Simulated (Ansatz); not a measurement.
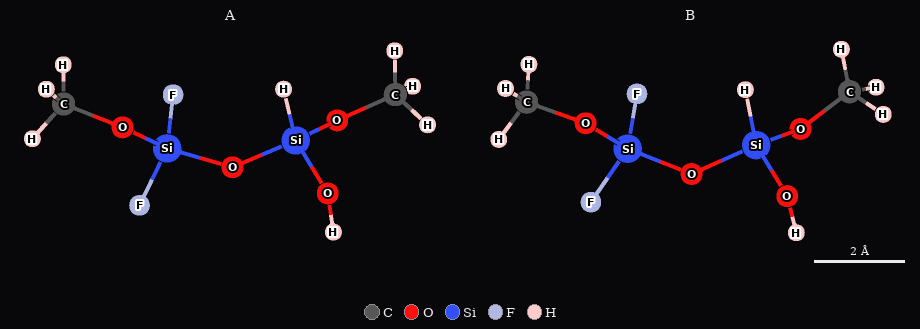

Two geometries of C$_{2}$H$_{8}$F$_{2}$O$_{4}$Si$_{2}$ (coarse preliminary run), drawn at one scale. One is the start of a relaxation, the other its converged end. Style: ball-and-stick. Shown at a tilt.

These are results of RKS PBE-D4/def2-SVP (Ansatz), not measurements. (force threshold 0.03 eV/Å; at most 200 steps)

### Which geometry has the lower energy?

Structure A is the relaxed one. The start comes from a force field. The largest move after the best rigid fit is that of an H atom, 0.35 Å. Largest moves by element: H 0.35 Å, F 0.25 Å, O 0.23 Å, Si 0.19 Å, C 0.17 Å. Near-neighbour distances that change, for instance: C–H 1.011 → 1.115 Å, C–H 1.067 → 1.112 Å, O–Si 1.684 → 1.643 Å, O–Si 1.627 → 1.665 Å. Bond angles that change, for instance: Si–O–C 116.0° → 124.4°, O–Si–O 111.4° → 104.0°, Si–O–Si 136.9° → 144.0°. After 9 accepted moves (11 points after the start) the energy has fallen by 12.5 kcal/mol. The largest force component goes from 4.1 to 0.015 eV/Å. The line search rejected the trial steps at points 2, 6 of the run. The forces were under the threshold at step 7, but the run went on from there.
